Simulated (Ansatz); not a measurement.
These are PBE (plane waves to 420 eV, PAW; Ansatz, a program for electronic structure) values and carry that method's errors.

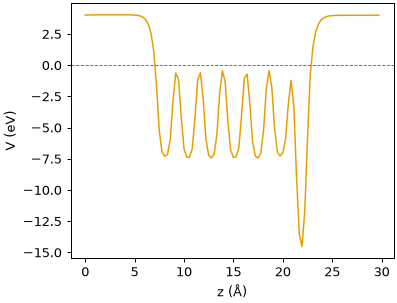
Fig. 1. Electrostatic potential energy of an electron, averaged over planes parallel to the surface, in eV from the Fermi level, for a constructed model of the (111) surface of fcc Al, a pseudomorphic layer of Mn in the host's stacking (bottom of the slab: a bare face, its two planes held)

Set-up: 7 atoms, 13.8 Å thick at the start with caps and adatoms (thin: gaps and levels are the slab's own); mesh 15x15x1; 0.1 eV smearing; dipole correction on; 2 atoms held, the rest relaxed; start symmetry kept, larger cells not searched; spin-polarised, ending with about 3.7 μB a cell; orders that need a larger cell were not tried, no spin-orbit, no U. In PBE it is, or lies within 0.01 eV a 1x1 cell of, the lowest of the 2 structures of its composition computed so far; subsurface sites and larger cells were not tried.

The vacuum level lies 4.00 eV above the Fermi level over the top face and 4.04 eV above it under the bottom face.
